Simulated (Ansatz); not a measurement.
**Nudged elastic band of C₅H₃ (part 2 of 3)**

The same run, continued: C₅H₃ (slab, 32 atoms in the cell); DFT PBE, scalar-relativistic, plane waves, PAW, PAW set soft_1 (Ansatz 0.2.0); cutoff 420 eV, 2×2×1 k-mesh, Gaussian smearing of 0.05 eV. The run did not end well. The input holds or restrains some coordinates. It belongs to a series of runs on one base structure; here: band between the two ends.

The program's output, continued:
```
NEB image 5
preconditioner: auto → Resta (q_TF=auto, 2.104 Å⁻¹)  ε∞=2.0  [insulator: Δε(μ)=3.867 eV  Ē_g=16.952 eV  σ=0.050 eV  W_gap=1.00  n_scr=74 (ndim 8)  ℏωp=17.0 eV  f_vac=0.527  D(μ)=0.00/eV (n_scr^D=0)  ε∞_Penn≈2.0  vacuum switching on, ρ_ref=2.1e-2 e/Å³]
NEB iter   1: max|band force component| = 3.359e0 eV/Å  barrier→ = 6.2380 eV  barrier← = 6.2380 eV  Δτ_max = 0.2000 Å  (102 SCF iters)
NEB image 1
Initial density: handed on by an earlier stage of this run
Initial wavefunctions: those handed on with the density
preconditioner: auto → Resta (q_TF=auto, 2.104 Å⁻¹)  ε∞=2.3  [insulator: Δε(μ)=1.803 eV  Ē_g=15.242 eV  σ=0.050 eV  W_gap=1.00  n_scr=74 (ndim 8)  ℏωp=17.0 eV  f_vac=0.568  D(μ)=0.00/eV (n_scr^D=0)  ε∞_Penn≈2.3  vacuum switching on, ρ_ref=1.7e-2 e/Å³]
NEB image 2
preconditioner: auto → Resta (q_TF=auto, 2.104 Å⁻¹)  ε∞=2.2  [insulator: Δε(μ)=0.194 eV  Ē_g=15.360 eV  σ=0.050 eV  W_gap=0.99  n_scr=74 (ndim 8)  ℏωp=17.0 eV  f_vac=0.554  D(μ)=0.31/eV (n_scr^D=0)  ε∞_Penn≈2.2  vacuum switching on, ρ_ref=1.7e-2 e/Å³]
NEB image 3
preconditioner: auto → Resta (q_TF=auto, 2.104 Å⁻¹)  ε∞=2.2  [insulator: Δε(μ)=0.380 eV  Ē_g=15.473 eV  σ=0.050 eV  W_gap=1.00  n_scr=74 (ndim 8)  ℏωp=17.0 eV  f_vac=0.550  D(μ)=0.00/eV (n_scr^D=0)  ε∞_Penn≈2.2  vacuum switching on, ρ_ref=1.7e-2 e/Å³]
NEB image 4
preconditioner: auto → Resta (q_TF=auto, 2.104 Å⁻¹)  ε∞=2.2  [insulator: Δε(μ)=0.340 eV  Ē_g=15.429 eV  σ=0.050 eV  W_gap=1.00  n_scr=74 (ndim 8)  ℏωp=17.0 eV  f_vac=0.550  D(μ)=0.00/eV (n_scr^D=0)  ε∞_Penn≈2.2  vacuum switching on, ρ_ref=1.7e-2 e/Å³]
NEB image 5
preconditioner: auto → Resta (q_TF=auto, 2.104 Å⁻¹)  ε∞=2.3  [insulator: Δε(μ)=0.569 eV  Ē_g=15.200 eV  σ=0.050 eV  W_gap=1.00  n_scr=74 (ndim 8)  ℏωp=17.0 eV  f_vac=0.563  D(μ)=0.00/eV (n_scr^D=0)  ε∞_Penn≈2.3  vacuum switching on, ρ_ref=1.7e-2 e/Å³]
NEB iter   2: max|band force component| = 1.884e0 eV/Å  barrier→ = 5.5953 eV  barrier← = 5.5953 eV  Δτ_max = 0.2000 Å  (62 SCF iters)
[... from here on the SCF iterations and repeated set-up lines of each step are left out, up to the last step ...]
NEB image 1
NEB image 2
NEB image 3
NEB image 4
NEB image 5
NEB iter   3: max|band force component| = 9.007e-1 eV/Å  barrier→ = 5.4023 eV  barrier← = 5.4023 eV  Δτ_max = 0.2000 Å  (47 SCF iters)
NEB image 1
NEB image 2
NEB image 3
NEB image 4
NEB image 5
NEB iter   4: max|band force component| = 1.280e0 eV/Å  barrier→ = 5.3085 eV  barrier← = 5.3085 eV  Δτ_max = 0.1025 Å  (43 SCF iters)
NEB image 1
NEB image 2
NEB image 3
NEB image 4
NEB image 5
NEB iter   5: max|band force component| = 8.954e-1 eV/Å  barrier→ = 5.1464 eV  barrier← = 5.1465 eV  Δτ_max = 0.1011 Å  (41 SCF iters)
NEB image 1
NEB image 2
NEB image 3
NEB image 4
NEB image 5
NEB iter   6: max|band force component| = 1.324e0 eV/Å  barrier→ = 5.0597 eV  barrier← = 5.0597 eV  Δτ_max = 0.0505 Å  (37 SCF iters)
NEB image 1
NEB image 2
NEB image 3
NEB image 4
NEB image 5
NEB iter   7: max|band force component| = 1.884e0 eV/Å  barrier→ = 5.0616 eV  barrier← = 5.0616 eV  Δτ_max = 0.1014 Å  (33 SCF iters)
NEB image 1
NEB image 2
NEB image 3
NEB image 4
NEB image 5
NEB iter   8: max|band force component| = 2.217e0 eV/Å  barrier→ = 5.0724 eV  barrier← = 5.0724 eV  Δτ_max = 0.1050 Å  (39 SCF iters)
NEB image 1
NEB image 2
NEB image 3
NEB image 4
NEB image 5
NEB iter   9: max|band force component| = 3.056e0 eV/Å  barrier→ = 5.0697 eV  barrier← = 5.0697 eV  Δτ_max = 0.0504 Å  (33 SCF iters)
NEB image 1
NEB image 2
NEB image 3
NEB image 4
NEB image 5
NEB iter  10: max|band force component| = 1.381e0 eV/Å  barrier→ = 5.0545 eV  barrier← = 5.0546 eV  Δτ_max = 0.1009 Å  (31 SCF iters)
NEB image 1
NEB image 2
NEB image 3
NEB image 4
NEB image 5
NEB iter  11: max|band force component| = 2.918e0 eV/Å  barrier→ = 5.1032 eV  barrier← = 5.1032 eV  Δτ_max = 0.0501 Å  (36 SCF iters)
NEB image 1
NEB image 2
NEB image 3
NEB image 4
NEB image 5
NEB iter  12: max|band force component| = 9.665e-1 eV/Å  barrier→ = 5.1144 eV  barrier← = 5.1144 eV  Δτ_max = 0.1001 Å  (35 SCF iters)
NEB image 1
NEB image 2
NEB image 3
NEB image 4
NEB image 5
NEB iter  13: max|band force component| = 7.285e-1 eV/Å  barrier→ = 5.1513 eV  barrier← = 5.1513 eV  Δτ_max = 0.1000 Å  (38 SCF iters)
NEB image 1
NEB image 2
NEB image 3
NEB image 4
NEB image 5
NEB iter  14: max|band force component| = 5.089e-1 eV/Å  barrier→ = 5.1966 eV  barrier← = 5.1966 eV  Δτ_max = 0.2000 Å  (38 SCF iters)
NEB image 1
NEB image 2
NEB image 3
NEB image 4
NEB image 5
NEB iter  15: max|band force component| = 6.015e-1 eV/Å  barrier→ = 5.2882 eV  barrier← = 5.2882 eV  Δτ_max = 0.1999 Å  (41 SCF iters)
NEB image 1
NEB image 2
NEB image 3
NEB image 4
NEB image 5
NEB iter  16: max|band force component| = 3.783e-1 eV/Å  barrier→ = 5.3591 eV  barrier← = 5.3591 eV  CI = image 2  Δτ_max = 0.2000 Å  (40 SCF iters)
NEB image 1
NEB image 2
NEB image 3
NEB image 4
NEB image 5
NEB iter  17: max|band force component| = 6.556e-1 eV/Å  barrier→ = 5.2481 eV  barrier← = 5.2481 eV  CI = image 2  Δτ_max = 0.1989 Å  (38 SCF iters)
NEB image 1
NEB image 2
NEB image 3
NEB image 4
NEB image 5
NEB iter  18: max|band force component| = 1.794e0 eV/Å  barrier→ = 5.3915 eV  barrier← = 5.3915 eV  CI = image 2  Δτ_max = 0.1983 Å  (38 SCF iters)
NEB image 1
NEB image 2
NEB image 3
NEB image 4
NEB image 5
NEB iter  19: max|band force component| = 2.994e0 eV/Å  barrier→ = 5.6662 eV  barrier← = 5.6662 eV  CI = image 2  Δτ_max = 0.2000 Å  (47 SCF iters)
NEB image 1
NEB image 2
NEB image 3
NEB image 4
NEB image 5
NEB iter  20: max|band force component| = 3.188e0 eV/Å  barrier→ = 5.9744 eV  barrier← = 5.9744 eV  CI = image 2  Δτ_max = 0.2000 Å  (46 SCF iters)
NEB image 1
NEB image 2
NEB image 3
NEB image 4
NEB image 5
NEB iter  21: max|band force component| = 2.816e0 eV/Å  barrier→ = 5.8459 eV  barrier← = 5.8459 eV  CI = image 2  Δτ_max = 0.2000 Å  (41 SCF iters)
NEB image 1
NEB image 2
NEB image 3
NEB image 4
NEB image 5
NEB iter  22: max|band force component| = 2.186e0 eV/Å  barrier→ = 5.6516 eV  barrier← = 5.6516 eV  CI = image 2  Δτ_max = 0.2000 Å  (41 SCF iters)
NEB image 1
NEB image 2
NEB image 3
NEB image 4
NEB image 5
NEB iter  23: max|band force component| = 1.183e0 eV/Å  barrier→ = 5.5295 eV  barrier← = 5.5295 eV  CI = image 2  Δτ_max = 0.1145 Å  (45 SCF iters)
NEB image 1
NEB image 2
NEB image 3
NEB image 4
NEB image 5
NEB iter  24: max|band force component| = 6.264e-1 eV/Å  barrier→ = 5.4552 eV  barrier← = 5.4552 eV  CI = image 2  Δτ_max = 0.1828 Å  (42 SCF iters)
NEB image 1
NEB image 2
NEB image 3
NEB image 4
NEB image 5
NEB iter  25: max|band force component| = 2.144e-1 eV/Å  barrier→ = 5.4786 eV  barrier← = 5.4787 eV  CI = image 2  Δτ_max = 0.0813 Å  (43 SCF iters)
NEB image 1
NEB image 2
NEB image 3
NEB image 4
NEB image 5
NEB iter  26: max|band force component| = 1.781e-1 eV/Å  barrier→ = 5.4667 eV  barrier← = 5.4667 eV  CI = image 2  Δτ_max = 0.1024 Å  (39 SCF iters)
NEB image 1
NEB image 2
NEB image 3
NEB image 4
NEB image 5
NEB iter  27: max|band force component| = 1.517e-1 eV/Å  barrier→ = 5.4554 eV  barrier← = 5.4554 eV  CI = image 2  Δτ_max = 0.0512 Å  (40 SCF iters)
NEB image 1
preconditioner: auto → Resta (q_TF=auto, 2.104 Å⁻¹)  ε∞=2.3  [insulator: Δε(μ)=0.918 eV  Ē_g=15.229 eV  σ=0.050 eV  W_gap=1.00  n_scr=74 (ndim 8)  ℏωp=17.0 eV  f_vac=0.564  D(μ)=0.00/eV (n_scr^D=0)  ε∞_Penn≈2.3  vacuum switching on, ρ_ref=1.7e-2 e/Å³]
NEB image 2
preconditioner: auto → LDOS  [metal: Δε(μ)=0.003 eV  Ē_g=15.534 eV  σ=0.050 eV  W_gap=0.04  n_scr=74 (ndim 8)  ℏωp=17.0 eV  f_vac=0.553  D(μ)=22.13/eV (n_scr^D=220)  β→1.0]
NEB image 3
preconditioner: auto → Resta (q_TF=auto, 2.104 Å⁻¹)  ε∞=2.2  [insulator: Δε(μ)=0.962 eV  Ē_g=15.250 eV  σ=0.050 eV  W_gap=1.00  n_scr=74 (ndim 8)  ℏωp=17.0 eV  f_vac=0.558  D(μ)=0.00/eV (n_scr^D=0)  ε∞_Penn≈2.2  vacuum switching on, ρ_ref=1.7e-2 e/Å³]
NEB image 4
preconditioner: auto → Resta (q_TF=auto, 2.104 Å⁻¹)  ε∞=2.2  [insulator: Δε(μ)=1.055 eV  Ē_g=15.243 eV  σ=0.050 eV  W_gap=1.00  n_scr=74 (ndim 8)  ℏωp=17.0 eV  f_vac=0.554  D(μ)=0.00/eV (n_scr^D=0)  ε∞_Penn≈2.2  vacuum switching on, ρ_ref=1.7e-2 e/Å³]
NEB image 5
preconditioner: auto → LDOS  [insulator: Δε(μ)=0.143 eV  Ē_g=15.320 eV  σ=0.050 eV  W_gap=0.96  n_scr=74 (ndim 8)  ℏωp=17.0 eV  f_vac=0.551  D(μ)=1.49/eV (n_scr^D=4)  ε∞_Penn≈2.2  β→1.0]
NEB iter  28: max|band force component| = 2.012e-1 eV/Å  barrier→ = 5.4574 eV  barrier← = 5.4575 eV  CI = image 2  Δτ_max = 0.0215 Å  (32 SCF iters)
```

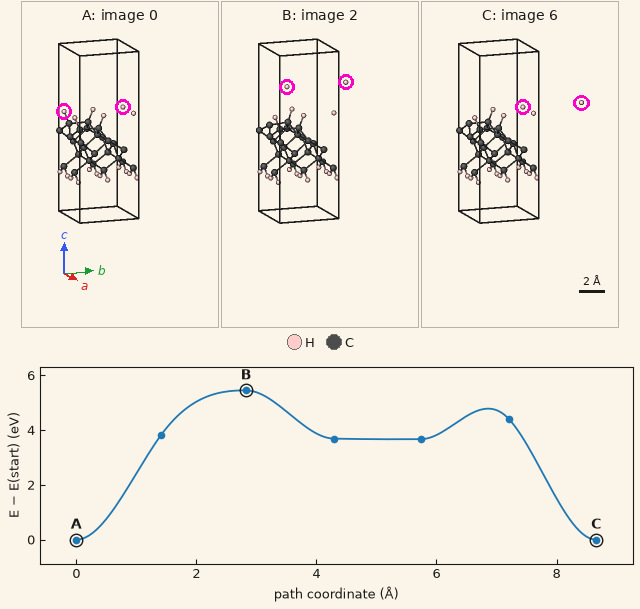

*Images of the last band (counted from 0; ball-and-stick, simulation cell, with the vacuum cut short, seen slightly off an axis), with the moving atom and its periodic copies ringed, above the energy along the path; the line is a cubic interpolation that uses the forces.*

The highest image is number 2, 5.450 eV above the start and 5.450 eV above the end (the climbing image); start and end have the same energy. The path is 8.66 Å long, and H32 moves most (5.04 Å). The band had not converged after 38 iterations. The end points carry forces over 0.1 eV/Å, so they aren't fully relaxed minima and the barriers are approximate.

```
NEB image 1
preconditioner: auto → Resta (q_TF=auto, 2.104 Å⁻¹)  ε∞=2.3  [insulator: Δε(μ)=0.889 eV  Ē_g=15.229 eV  σ=0.050 eV  W_gap=1.00  n_scr=74 (ndim 8)  ℏωp=17.0 eV  f_vac=0.564  D(μ)=0.00/eV (n_scr^D=0)  ε∞_Penn≈2.3  vacuum switching on, ρ_ref=1.7e-2 e/Å³]
NEB image 2
preconditioner: auto → LDOS  [metal: Δε(μ)=0.008 eV  Ē_g=15.537 eV  σ=0.050 eV  W_gap=0.09  n_scr=74 (ndim 8)  ℏ
[...]
Step cancelled. What follows is not a result of the run: it is the report of the last solve that finished, which converged after 11 SCF iterations.
Free energy (F): -5188.998216 eV
Harris-Foulkes:  -5188.998216 eV  (|F-HF|=8.04e-9)
Internal energy: -5188.998212 eV  (E = F + TS)
E sigma→0 (E₀):  -5188.998214 eV
Entropy (-TS):   -0.000003 eV (-0.000 meV/atom)
Fermi energy:    1.327853 eV
--- Per-component energies (eV) ---
  E_band       = -713.137419
  E_kinetic    = 1977.477037
  E_local      = -42078.283569  (includes V_loc(G=0)·N_el)
  E_nonlocal   = 472.167841
  E_hartree    = 20199.245185
  E_xc         = -1062.732970
  E_vxc        = -1317.926409  (∫ρ·V_xc dr)
  E_paw        = -2008.206011  (= ΣΔE_a)
  E_vpaw       = -165.062840  (= ΣTr[D̂ρ^β])
  E_aug_tail   = -0.013224  (compensation charges beyond the density's cutoff)
  E_ewald      = 17311.347499
  E_smearing   = -0.000003  (= −TS)
  E_closure    = 0.000000  (closes the sum)
  Σ components = -5188.998216   (vs F -5188.998216, Δ=0.00e0)
--- Forces (eV/Å), atoms counted from 1 ---
  atom   1  H     -8.99624176    -0.03871416     0.08851951
  atom   2  H      8.99635039    -0.03757562     0.08944631
  atom   3  H     -9.00049142    -0.05143952     0.08530878
  atom   4  H      9.00031364    -0.05164366     0.08445394
  atom   5  H     -8.98811718     0.03743192     0.08545836
  atom   6  H      8.98486862     0.03829783     0.08459256
  atom   7  H     -8.98542070     0.04077986     0.07287915
  atom   8  H      8.98861896     0.04259619     0.07252142
  atom   9  C      0.00478136    -0.13851226     1.07160655
  atom  10  C     -0.00586676    -0.16900296     1.03615700
  atom  11  C      0.00343788     0.14960363     1.03283006
  atom  12  C     -0.00283897     0.19257319     0.99311059
  atom  13  C     -0.00152223     0.12485959    -2.58429194
  atom  14  C      0.00132498    -0.02874590    -3.10550956
  atom  15  C      0.00364765    -0.07832846     0.92875641
  atom  16  C      0.00122032    -0.10114086     0.98450799
  atom  17  C      0.13834991     0.02394842    -0.31088202
  atom  18  C     -0.14291302     0.01075836    -0.31015537
  atom  19  C     -0.19461945     0.04420827    -0.21815092
  atom  20  C      0.18764960     0.05850836    -0.21383559
  atom  21  C     -0.29844167    -0.59459066    -0.05341217
  atom  22  C      0.28581038    -0.59897138    -0.05038973
  atom  23  C      0.04865091     0.45584681     0.14726298
  atom  24  C     -0.04328062     0.46347489     0.15283182
  atom  25  C      0.01498466     1.98709857     0.54895654
  atom  26  C     -0.00883679     0.26386961     0.03172754
  atom  27  C     -0.04066143    -1.85369914    -0.06203644
  atom  28  C      0.00421685    -0.22357607     0.14383784
  atom  29  H     -0.00290633    -0.07468075     0.05948767
  atom  30  H     -0.27868394    -0.32190979     1.33304613
  atom  31  H      0.00133916     0.04384000     0.11490317
  atom  32  H      0.32527320     0.38489631    -2.33353939
  max |Σ_I F_I| component: 6.06e-5 eV/Å
End of that report.
this run last wrote the band of iteration 39 to [file]
Error: SIGTERM received: cancelled by the caller after 10 completed SCF iterations
```

The last band as extended XYZ (Å, eV, eV/Å):
```
32
Lattice="5.0487 0.0000 0.0000 0.0000 5.0487 0.0000 0.0000 0.0000 17.1356" Properties=species:S:1:pos:R:3:forces:R:3 image=0 energy=-5194.41503
H     2.1598    0.0000    1.0000   -8.9969  -0.0440   0.0924
H     0.3646    0.0000    1.0000    8.9968  -0.0440   0.0927
H     4.6842    0.0000    1.0000   -8.9970  -0.0441   0.0925
H     2.8890    0.0000    1.0000    8.9969  -0.0439   0.0925
H     2.1598    2.5244    1.0000   -8.9969   0.0445   0.0925
H     0.3646    2.5244    1.0000    8.9969   0.0442   0.0927
H     4.6842    2.5244    1.0000   -8.9969   0.0442   0.0927
H     2.8890    2.5244    1.0000    8.9969   0.0445   0.0925
C     1.2622    0.0000    1.6347    0.0015  -0.1317   0.9565
C     3.7866    0.0000    1.6347   -0.0004  -0.1317   0.9560
C     1.2622    2.5244    1.6347    0.0010   0.1315   0.9569
C     3.7866    2.5244    1.6347   -0.0009   0.1316   0.9570
C     1.2622    1.2622    2.5272    0.0024   0.0014  -2.8131
C     3.7866    1.2622    2.5272   -0.0014   0.0006  -2.8139
C     1.2622    3.7866    2.5272    0.0009   0.0056   0.5322
C     3.7866    3.7866    2.5272    0.0003   0.0071   0.5320
C     0.0000    1.2624    3.3545    0.0018   0.0023   0.0022
C     2.5244    1.2623    3.3549    0.0016  -0.0019  -0.0028
C     0.0000    3.7869    3.4888    0.0034  -0.0023   0.0032
C     2.5244    3.7867    3.4889   -0.0002   0.0014   0.0046
C     0.0001    0.0844    4.3272   -0.0001  -0.0034  -0.0084
C     2.5245    0.0841    4.3278    0.0004  -0.0020  -0.0082
C     0.0003    2.4411    4.3269   -0.0054  -0.0014  -0.0048
C     2.5247    2.4409    4.3271    0.0001   0.0011  -0.0057
C     1.2621    0.4465    5.1386   -0.0033  -0.0034   0.0036
C     3.7869    0.4459    5.1385   -0.0033  -0.0009   0.0052
C     1.2624    2.0796    5.1378   -0.0017   0.0037   0.0081
C     3.7869    2.0794    5.1384   -0.0012   0.0018   0.0005
H     3.7877    0.0214    6.1535   -0.0024  -0.0030   0.0009
H     1.2626    2.5047    6.1526   -0.0011   0.0022   0.0017
H     3.7872    2.5043    6.1534   -0.0013   0.0014  -0.0020
H     6.3085    0.0242    6.1545    0.0096  -0.0116  -0.0023
```
